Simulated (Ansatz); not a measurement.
The starting structures come from a database of crystals and need not be the phases stable at ambient conditions.

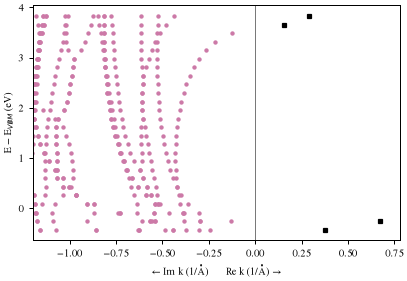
Figure. Complex bands at the centre of the two-dimensional zone; r2SCAN (Ansatz, a quantum-chemistry and plane-wave program)

No gap correction and no spin-orbit coupling; mid-gap values are interpolated between computed energies.

Problem. This is KSb(PO4)2 (R-3, not sure to be the ambient phase, 12 atoms a cell, 14.6 Å³ an atom, -5 GPa at this level) along the normal of (101). Read off the slowest decay at the centre of the two-dimensional zone at 1.78 eV, the computed energy nearest the middle of the gap.

Solution. κ ≈ 0.42 1/Å, a decay length 1/(2κ) of the density of 1.2 Å.
